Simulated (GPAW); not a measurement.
**C2H5B: property calculation**

System: C2H5B, multiplicity 3.
Method: PBE0/plane waves, UKS, scalar-relativistic datasets (GPAW 26.7.0).

The geometry comes from this level: GFN2-xTB.

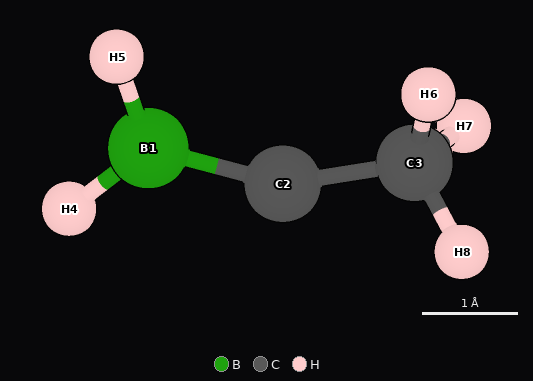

**Figure 1.** The structure (ball-and-stick view, seen at a tilt; atoms are numbered from 1 in the order of the input). Bond lengths as drawn: B–C 1.47 Å, B–H 1.18 Å, C–C 1.44 Å and C–H 1.10 Å.

Input file (sp.py):
```python
import numpy as np
from ase.io.zmatrix import parse_zmatrix
from ase.units import Debye
from gpaw import GPAW, PW

zmat = """
B
C 1 r2
C 2 r3 1 a3
H 1 r4 2 a4 3 d4
H 1 r5 4 a5 2 d5
H 3 r6 2 a6 1 d6
H 3 r7 6 a7 2 d7
H 3 r8 7 a8 6 d8
"""
values = dict(r2=1.46548, r3=1.438666, a3=151.6987, r4=1.176002, a4=121.57813, d4=179.6293, r5=1.182835, a5=118.04932, d5=-179.87177, r6=1.099657, a6=113.04384, d6=15.59705, r7=1.095825, a7=107.70243, d7=121.18896, r8=1.096046, a8=106.83399, d8=-116.08038)
molecule = parse_zmatrix(zmat, defs=values)
molecule.set_cell([8.0, 8.0, 8.0])
molecule.center()
molecule.set_initial_magnetic_moments([2.0, 0.0, 0.0, 0.0, 0.0, 0.0, 0.0, 0.0])

calculator = GPAW(mode={'name': 'pw', 'ecut': 520},
                  xc='PBE0',
                  occupations={'name': 'fermi-dirac', 'width': 0.0, 'fixmagmom': True},
                  eigensolver='davidson',
                  maxiter=80,
                  symmetry='off',
                  txt='-')
molecule.calc = calculator

energy = molecule.get_potential_energy()
print(f'Energy: {energy:.5f} eV')
forces = molecule.get_forces()
print('Forces (eV/Ang)')
for symbol, f in zip(molecule.symbols, forces):
    print(f'{symbol:2} {f[0]:9.4f} {f[1]:9.4f} {f[2]:9.4f}')
dipole = molecule.get_dipole_moment() / Debye
print(f'Dipole: {np.linalg.norm(dipole):.3f} D')
```

Hardware: 1 thread of AMD EPYC (Zen 5), 16 GiB of memory available, shared host.

Launched with:
```bash
python sp.py > sp.log
```

The program's output:
```
__  _  _
 | _ |_)|_||  |
 |__||  | ||/\| - 26.7.0

units:  Angstrom and eV
cores:  1
OpenMP: False

Versions:
  Python: 3.12.14
  ASE:    3.29.0
  Numpy:  2.5.5
  Scipy:  1.18.1
  Libxc:  7.0.0

        _gpaw.cpython-312-x86_64-linux-gnu.so

Input parameters:
  mode=PW(ecut=520),
  eigensolver=Davidson(niter=2),
  maxiter=80,
  occupations=Occupations(name='fermi-dirac', width=0.0, fixmagmom=True),
  symmetry=Symmetry(point_group=False, time_reversal=False),
  xc=XC(name='PBE0')

Diagonalizing LCAO Hamiltonian
Converting LCAO to pw mode
      .-------------------.
     /|                   |
    / |                   |
   /  |                   |
  /   |                   |
 *    |                   |
 |    |          H        |
 |    |  H       CH       |
 |    | H B  C    H       |
 |    |                   |
 |    .-------------------.
 |   /                   /
 |  /                   /
 | /                   /
 |/                   /
 *-------------------*

Atoms  # Å, Bohr magnetons
|   | symbol |        x |        y |        z |    initial magnetic moments |
|---|--------|----------|----------|----------|-----------------------------|
| 0 |      B | 2.588395 | 3.628770 | 4.155171 | ( 0.0000,  0.0000,  2.0000) |
| 1 |      C | 4.053875 | 3.628770 | 4.155171 | ( 0.0000,  0.0000,  0.0000) |
| 2 |      C | 5.320572 | 4.310854 | 4.155171 | ( 0.0000,  0.0000,  0.0000) |
| 3 |      H | 1.972569 | 2.626924 | 4.148689 | ( 0.0000,  0.0000,  0.0000) |
| 4 |      H | 1.990332 | 4.649231 | 4.164110 | ( 0.0000,  0.0000,  0.0000) |
| 5 |      H | 5.237476 | 5.373076 | 4.427244 | ( 0.0000,  0.0000,  0.0000) |
| 6 |      H | 5.766558 | 4.256797 | 3.155668 | ( 0.0000,  0.0000,  0.0000) |
| 7 |      H | 6.027431 | 3.834698 | 4.844332 | ( 0.0000,  0.0000,  0.0000) |

Unit cell  # Å
| periodic |        x |        y |        z |  lengths |    angles |
|----------|----------|----------|----------|----------|-----------|
|       no | 8.000000 | 0.000000 | 0.000000 | 8.000000 | 90.000000 |
|       no | 0.000000 | 8.000000 | 0.000000 | 8.000000 | 90.000000 |
|       no | 0.000000 | 0.000000 | 8.000000 | 8.000000 | 90.000000 |

Number of symmetries: 1
Symmetry operations  # r_c * U_cc + t_c -> r_c
|   | kind |            matrix            |
|---|------|------------------------------|
| 0 |  E   |  1, 0, 0,  0, 1, 0,  0, 0, 1 |

BZ-sampling:
  Number of BZ points: 1
  Number of IBZ points: 1

  Monkhorst-Pack size: [1, 1, 1]
  Monkhorst-Pack shift: [0, 0, 0]

K-points  # in reciprocal-cell coordinates
|   |                                coordinates |     weight |
|---|--------------------------------------------|------------|
| 0 | (  0.00000000,   0.00000000,   0.00000000) | 1.00000000 |

Plane wave coefficients: 6903
Cutoff: 520.0 eV

Spin-components: 2 (collinear spins)
Bands:           15
Projectors:      30
Spin-degeneracy: 1
Datatype:        float64

  Storage: CPU
  Wave functions: 3_313_440 bytes (3_313_440 per core)
  Projectors: 3_313_440 bytes (3_313_440 per core)

Parallelization:
  kpt:    1
  domain: 1
  band:   1

Density:
  Valence electrons: 16.0
  Components: 2
  Grid points: [45 45 45]
  Charge: 0.0  # |e|

Potential:
  Grid points: [45 45 45]

species:
  B:
    name:    Boron
    Z:       5.0
    valence: 3
    core:    2
    charge:  0.0  # [|e|]
    file:    B.PBE.gz
    compensation charges:
      type: gauss
      rc: 0.20  # [Å]
      lmax: 2
    cutoffs:
      filter: 1.14  # [Å]
      core: 1.38  # [Å]
    projectors
    | kind |    occ | energy [eV] | rcut [Å] |
    |------|--------|-------------|----------|
    |   2s |  2.000 |      -9.443 |    0.635 |
    |   2p |  1.000 |      -3.606 |    0.635 |
    |    s |        |      17.768 |    0.635 |
    |    p |        |      23.605 |    0.635 |
    |    d |        |       0.000 |    0.635 |

    Using partial waves for B as LCAO basis

  C:
    name:    Carbon
    Z:       6.0
    valence: 4
    core:    2
    charge:  0.0  # [|e|]
    file:    C.PBE.gz
    compensation charges:
      type: gauss
      rc: 0.20  # [Å]
      lmax: 2
    cutoffs:
      filter: 1.14  # [Å]
      core: 1.14  # [Å]
    projectors
    | kind |    occ | energy [eV] | rcut [Å] |
    |------|--------|-------------|----------|
    |   2s |  2.000 |     -13.751 |    0.635 |
    |   2p |  2.000 |      -5.284 |    0.635 |
    |    s |        |      13.461 |    0.635 |
    |    p |        |      21.927 |    0.635 |
    |    d |        |       0.000 |    0.635 |

    Using partial waves for C as LCAO basis

  H:
    name:    Hydrogen
    Z:       1.0
    valence: 1
    core:    0
    charge:  0.0  # [|e|]
    file:    H.PBE.gz
    compensation charges:
      type: gauss
      rc: 0.15  # [Å]
      lmax: 2
    cutoffs:
      filter: 0.85  # [Å]
      core: 0.53  # [Å]
    projectors
    | kind |    occ | energy [eV] | rcut [Å] |
    |------|--------|-------------|----------|
    |   1s |  1.000 |      -6.494 |    0.476 |
    |    s |        |      20.717 |    0.476 |
    |    p |        |       0.000 |    0.476 |

    Using partial waves for H as LCAO basis

Reference energy: -2787.196609  # eV

eigensolver:
  Davidson
  Converge bands: occupied
  niter=2

density mixing:
  MSR1-Mixer
  Pratt-step length: 0.05
  Maximum mixing coefficient: 0.75
  Old densities: 10
  SVD Regularization: 0.005
  Good broyden scale: 1.0
  Trust region scale: 1.0
  Backstep threshold: 4.0
  History deletion threshold: 6.0
  Fourier metric: weight=20.0, sigma=0.015

occupation numbers:
  Fixed magnetic moment: 2.000
  # Zero width

poisson solver:
  ecut: 4160.0  # eV

xc functional:
  name: HYB_GGA_XC_PBEH with 2 nearest neighbor stencil

Initialization done in: 0.976 s

convergence criteria:
- Maximum [total energy] change in last 3 cyles: 0.0005 eV / valence electron
- Maximum integral of absolute [dens]ity change: 0.0001 electrons / valence electron
- Maximum integral of absolute [eigenst]ate change: 4e-08 eV^2 / valence electron
maximum number of iterations: 80

IBZ(<points: 1, symmetries: 1>)
Occupied bands: 9
Transforming wave functions from IBZ to BZ: 0.002 seconds
Distributing wave functions and iFFT-ing to real space: 0.015 seconds
SCF iterations
|iter     |     time |      energy | eigst |  dens |  magmom |
|---------|----------|-------------|-------|-------|---------|
|iter:   1| 00:00:02 | -151.139609 | +0.92 |       |  +1.9781|
|iter:   2| 00:00:04 |  -43.108065 | -0.44 | -0.34 |  +1.9792|
|iter:   3| 00:00:06 |  -40.880815 | -0.37 | -0.37 |  +1.9930|
|iter:   4| 00:00:08 |  -39.436299 | -0.84 | -0.68 |  +1.9965|
|iter:   5| 00:00:10 |  -39.387543 | -0.94 | -0.99 |  +1.9979|
|iter:   6| 00:00:12 |  -39.429041 | -2.34 | -1.45 |  +1.9990|
|iter:   7| 00:00:14 |  -39.439628 | -2.13 | -1.71 |  +1.9997|
|iter:   8| 00:00:16 |  -39.428284 | -3.22 | -1.74 |  +1.9999|
|iter:   9| 00:00:18 |  -39.427653 | -2.83 | -2.01 |  +2.0000|
|iter:  10| 00:00:20 |  -39.427224c| -4.36 | -2.37 |  +2.0000|
|iter:  11| 00:00:22 |  -39.427224c| -3.85 | -2.65 |  +2.0000|
|iter:  12| 00:00:24 |  -39.427107c| -5.33 | -2.74 |  +2.0000|
|iter:  13| 00:00:26 |  -39.427068c| -4.86 | -2.99 |  +2.0000|
|iter:  14| 00:00:28 |  -39.427081c| -5.92 | -3.60 |  +2.0000|
|iter:  15| 00:00:30 |  -39.427075c| -6.19 | -3.48 |  +2.0000|
|iter:  16| 00:00:32 |  -39.427076c| -6.79 | -4.28c|  +2.0000|
|iter:  17| 00:00:34 |  -39.427075c| -7.98c| -4.18c|  +2.0000|

Converged in 17 steps
SCF loop duration: 33.382 s (1.964 s/step)
Energy contributions relative to reference atoms: (reference = -2787.196609)

Energy contributions:
  Kinetic:          38.617363
  Coulomb:         -40.400035
  Zero:              0.013069
  External:          0.000000
  Xc:               71.246737
  Entropy:           0.000000
  Spinorbit:         0.000000
  Hybrid_Xc_Cc:       -66.971003
  Hybrid_Xc_Vc:        -2.766155
  Hybrid_Xc_Vv:       -39.167052
  ----------------------------
  Free energy:     -39.427075
  Extrapolated:    -39.427075

dipole moment: (0.409908, 0.156706, -0.010581)  # |e|*Ang

Total magnetic moment: (0.000000, 0.000000, 2.000000)

Local magnetic moments
|        x |        y |         z |
|----------|----------|-----------|
| 0.000000 | 0.000000 |  0.041510 |  # B    0
| 0.000000 | 0.000000 |  0.500179 |  # C    1
| 0.000000 | 0.000000 | -0.016703 |  # C    2
| 0.000000 | 0.000000 |  0.011181 |  # H    3
| 0.000000 | 0.000000 |  0.020881 |  # H    4
| 0.000000 | 0.000000 |  0.026971 |  # H    5
| 0.000000 | 0.000000 |  0.022648 |  # H    6
| 0.000000 | 0.000000 |  0.022232 |  # H    7

Fermi levels: -0.313, -3.954
Eigenvalues  # (at kpt = [0.000, 0.000, 0.000])
| band index |      eig [eV] | occ [0-1] |      eig [eV] | occ [0-1] |
|------------|---------------|-----------|---------------|-----------|
|          0 |       -21.381 |     1.000 |       -20.636 |     1.000 |
|          1 |       -16.859 |     1.000 |       -15.463 |     1.000 |
|          2 |       -12.904 |     1.000 |       -12.326 |     1.000 |
|          3 |       -11.781 |     1.000 |       -11.274 |     1.000 |
|          4 |       -11.772 |     1.000 |       -11.254 |     1.000 |
|          5 |       -10.227 |     1.000 |        -9.676 |     1.000 |
|          6 |        -9.236 |     1.000 |        -8.782 |     1.000 |
|          7 |        -6.691 |     1.000 |        -2.480 |     0.000 |
|          8 |        -5.428 |     1.000 |        -0.629 |     0.000 |
|          9 |         0.004 |     0.000 |         0.241 |     0.000 |
|         10 |         0.430 |     0.000 |         1.542 |     0.000 |
|         11 |         1.817 |     0.000 |         2.043 |     0.000 |
|         12 |         1.894 |     0.000 |         2.088 |     0.000 |
|         13 |         2.235 |     0.000 |         2.439 |     0.000 |
|         14 |         2.348 |     0.000 |         2.489 |     0.000 |

Gap: 0.633 eV
Transition (v -> c):
  (s=1, k=0, n=8, [0.00, 0.00, 0.00]) -> (s=0, k=0, n=9, [0.00, 0.00, 0.00])
No difference between direct/indirect transitions
vacuum-level: 0.698  # V
Energy: -39.42708 eV

Forces  # eV/Ang
|        x |        y |        z |
|----------|----------|----------|
| -0.22191 |  0.08014 |  0.01060 |  # B    0
|  0.55083 | -0.25001 | -0.00935 |  # C    1
|  0.05333 |  0.10730 |  0.08021 |  # C    2
| -0.25851 | -0.48269 | -0.00872 |  # H    3
| -0.25914 |  0.48786 |  0.01012 |  # H    4
|  0.00059 |  0.02057 | -0.01734 |  # H    5
|  0.08763 |  0.01178 | -0.03376 |  # H    6
|  0.05013 |  0.02486 | -0.03175 |  # H    7

Force computation time: 0.529  # s
Forces (eV/Ang)
B    -0.2219    0.0801    0.0106
C     0.5508   -0.2500   -0.0094
C     0.0533    0.1073    0.0802
H    -0.2585   -0.4827   -0.0087
H    -0.2591    0.4879    0.0101
H     0.0006    0.0206   -0.0173
H     0.0876    0.0118   -0.0338
H     0.0501    0.0249   -0.0318
Dipole: 2.108 D
```

Key numbers:

| quantity | value |
| --- | --- |
| outcome | converged |
| energy relative to the program's reference atoms | −39.4271 eV |
| largest force | 0.605 eV/Å |
| dipole moment | 2.11 D |
| wall time | 35 s |
| peak memory | 0.38 GiB |

Remarks:

Settings chosen away from the usual ones: solver set to davidson; vacuum set to 2.0 (from 4.5).
